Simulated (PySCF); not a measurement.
C₃H₉NSi₂

Input

```
{"job": {"kind": "nmr", "xc": "PBE0", "basis": "pcSseg-1"}, "charge": 0, "multiplicity": 1}
C      2.291828    -0.881922    -1.760759
C      1.444358    -0.428074    -1.038949
Si     0.069493     0.217644     0.036867
C      0.506318    -0.142961     1.855412
N      0.211866     1.939218    -0.121379
Si    -1.950109    -0.748030    -0.591253
H      3.046892    -1.268228    -2.384581
H     -0.250914     0.248968     2.529260
H      0.580212    -1.211788     2.031583
H      1.456926     0.303420     2.129599
H      0.157393     2.357390    -1.035553
H     -0.230974     2.536203     0.557595
H     -2.439770    -1.732883     0.380419
H     -1.875383    -1.430711    -1.886373
H     -3.022551     0.249744    -0.723800
```

Command:

```sh
OMP_NUM_THREADS=1 python probes_run.py task.json out
```

Geometry: GFN2-xTB.

These are results of PBE0/pcSseg-1, SCF density, gas phase, non-relativistic in PySCF 2.14.0, not measurements.

Question: What can the converged electron density and electron localisation function tell about the bonding?

Answer: C–C (1.20 Å): the density is about 2.8 e/Å³ at the midpoint; the ELF peaks at about 0.85 between the atoms (a short, multiple covalent bond).
C–Si (1.86 Å): ρ is about 0.91 e/Å³ halfway; the ELF peaks at about 0.95 between the atoms; a shared electron pair.
C–Si (1.90 Å): ρ at the midpoint is about 0.92 e/Å³; the ELF peaks at about 0.95 between the atoms: a covalent bond.

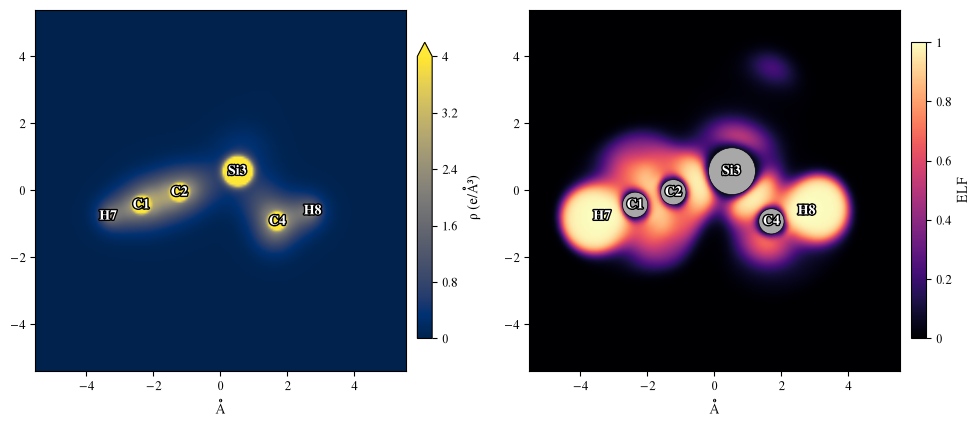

Computed electron density and electron localisation function on the plane of atoms C2, Si3 and C4, in this order. Grey discs cover the atomic cores in the ELF map. 
